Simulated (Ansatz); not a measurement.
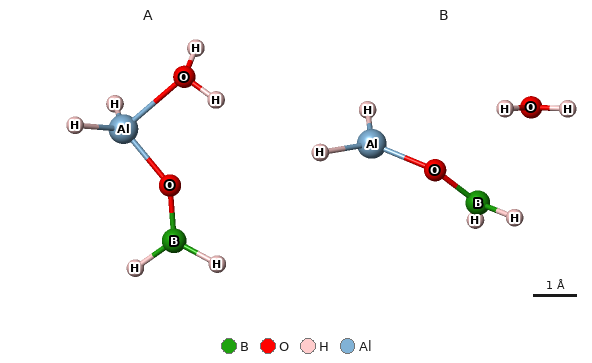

Two geometries of AlBH6O2, drawn at one scale. One is the start of a relaxation, the other its converged end. Style: ball-and-stick. Shown face on.

All numbers below come from Ansatz 0.2.0, RHF/6-31G*. Set-up: no spin polarisation; force threshold 0.03 eV/Å; at most 50 steps.

Which of the two is the end point?

Answer. Structure A is the relaxed one. The run prepares an end point of a later path (reaction) calculation, from a guessed geometry. After 40 accepted moves (49 points after the start) the energy has fallen by 99.5 kJ/mol. The largest force component goes from 1.2 to 0.02 eV/Å. The line search rejected the trial steps at points 7, 12, 24, 28, 35, 40, 43, 44 and more of the run. The forces were under the threshold at step 42, but the run went on from there. An H atom moves most after the best rigid fit: 2.32 Å. By element the largest moves are H 2.32 Å, O 1.62 Å, Al 1.19 Å, B 0.93 Å. Near-neighbour distances that change, for instance: Al–O 3.903 → 2.019 Å, B–O 1.375 → 1.329 Å, Al–O 1.712 → 1.746 Å, H–O 0.970 → 0.955 Å. New bonds form, among them: Al–O (3.90 → 2.02 Å). Bond angles that change, for instance: B–O–Al 138.5° → 143.0°, O–Al–H 119.8° → 116.7°, H–O–H 105.9° → 108.4°. Groups turn about Al–O by about 45°.

Limits of the set-up: the start holds two separate molecules, 2.2 Å apart at their closest, whose relative position is a soft coordinate and is computed without a dispersion correction; Hartree-Fock leaves out electron correlation.
